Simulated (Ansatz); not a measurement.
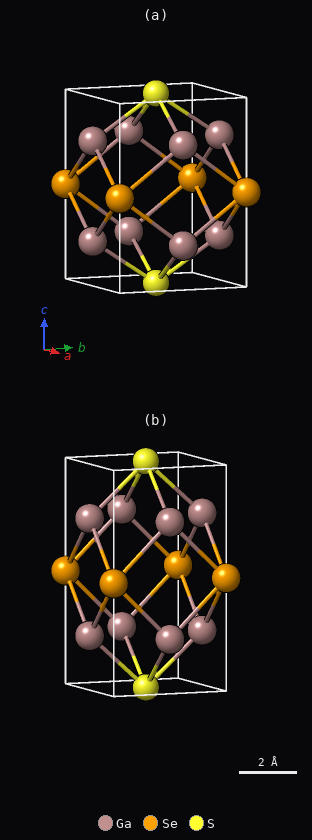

The structure of solid Ga₄SeS (a generated structure, set up in P4/mmm) before (top) and after (bottom) a relaxation, at one scale.

Style: ball-and-stick. Shown: the cell of the calculation, slightly off an axis.

Computed with Ansatz 0.2.0, DFT PBE, scalar-relativistic, plane waves, PAW.

The input:
```yaml
crystal:
  lattice:
    - [4.8467847672, 0.0, 0.0]
    - [0.0, 4.8467847672, 0.0]
    - [0.0, 0.0, 6.7079316304]
  atoms:
    - { symbol: Ga, position: [0.0, 0.5, 0.2348930886] }
    - { symbol: Ga, position: [0.5, 0.0, 0.2348930886] }
    - { symbol: Ga, position: [0.0, 0.5, 0.7651069114] }
    - { symbol: Ga, position: [0.5, 0.0, 0.7651069114] }
    - { symbol: Se, position: [0.0, 0.0, 0.5] }
    - { symbol: S, position: [0.5, 0.5, 0.0] }
basis:
  ecutwfc: 420
kpoints:
  mp_grid: { grid: [8, 8, 6] }
hamiltonian:
  xc: pbe
scf:
  occupations: { method: gaussian, width: 0.1 }
output:
  forces: true
  stress: true
  eigenvalues: true
  write_density: true
  write_potential: true
  elf: true
  volumetric_format: npy
relax:
  adjacent_minimum: "off"
  f_tol: 0.01
  max_steps: 80
  cell: { stress_tol: 0.05 }
```

Run as
```bash
ansatz run input.yaml --threads 1 --pin off --max-ram 2560MiB --backend cpu --events-out ev --progress --plain --runs-dir out
```

### What changed between the two?

The largest moves relative to the cell, 0.047 Å, are those of Ga1, Ga2, Ga3 and Ga4. Ga3 goes along −c. Se and S stay in place. The drawn cell changes as follows: a = b 4.847 → 4.303 Å (−11.2 %), c 6.708 → 8.005 Å (+19.3 %); the volume changes by −5.9 %. Among the contacts that change: Ga1–Se5 3.006 → 2.989 Å. Among the angles between lasting bonds that change: Se5–Ga1–Se5 107.5° → 92.1°. The space group stays P4/mmm (No. 123). After 12 accepted moves (17 points after the start) the energy has fallen by 23.3 meV per cell of the calculation. Largest force component: 0.013 eV/Å at the start, 0.0034 eV/Å at the end. The pressure goes from −0.04 to 0.01 GPa. The line search rejected the trial steps at points 12, 13 of the run. The SCF was repeated 3 times at an unchanged geometry on a basis and grid sized afresh for the cell, which shifted the energy by 0.8 meV per cell of the calculation at most. The run took 2.7 min on 1 thread of AMD EPYC 9R45 96-Core Processor (Zen 5), with other jobs on the host, peak memory 0.7 GiB.
